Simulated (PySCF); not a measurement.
Input file:

```
{"job": {"kind": "nmr", "xc": "PBE0", "basis": "pcSseg-1"}, "charge": 0, "multiplicity": 1}
C     -1.581466    -2.054831    -0.417938
C     -1.382662    -0.680184     0.203303
C     -1.988515    -0.579539     1.594864
P      0.439282    -0.420794     0.383707
O      1.160021    -1.323084     1.293091
C      0.979917     1.292728     0.090282
C      2.170321     1.828973     0.841148
C      1.254098     0.285322    -1.080248
C      0.627980     0.573639    -2.420552
H     -1.153038    -2.088508    -1.418584
H     -1.082244    -2.805301     0.193158
H     -2.640412    -2.301105    -0.479917
H     -1.784925     0.099958    -0.446556
H     -3.057412    -0.786253     1.566771
H     -1.508994    -1.301919     2.253681
H     -1.832517     0.416161     2.008624
H      0.232067     2.039396    -0.154701
H      1.852605     2.436652     1.686913
H      2.796689     2.441213     0.192155
H      2.765227     0.998788     1.219724
H      2.301264    -0.003539    -1.144806
H      0.695014    -0.295141    -3.073565
H      1.146045     1.403149    -2.903130
H     -0.420078     0.843982    -2.312938
```

Command:

```sh
OMP_NUM_THREADS=1 python probes_run.py task.json out
```

Geometry: GFN2-xTB.

Level of theory: PBE0/pcSseg-1, SCF density, gas phase, non-relativistic in PySCF 2.14.0.

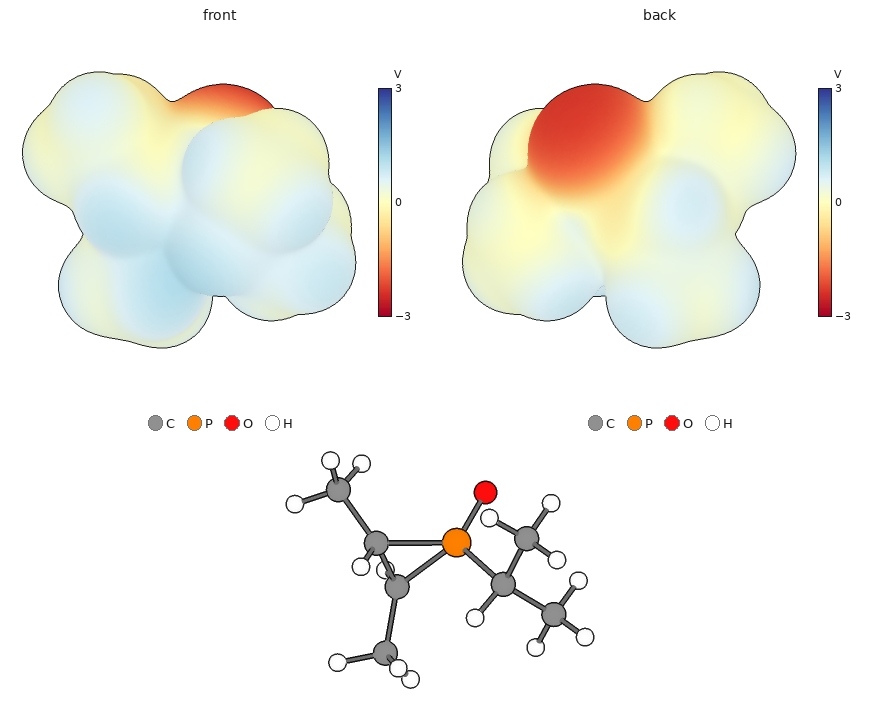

C7H15OP. The electrostatic potential painted on the density surface at 0.002 e/bohr³, seen from the front and from behind; red is negative and blue positive. The bare structure is drawn below in the same view.

Describe the electrostatic potential map.

Answer. The most negative region (about −2.3 V) lies over O5, the most positive (about +1.1 V) over H13 and H24. O5 is the likeliest acceptor of a hydrogen bond.

What dipole moment does the calculation give?

Answer. Its dipole moment is 3.89 D.
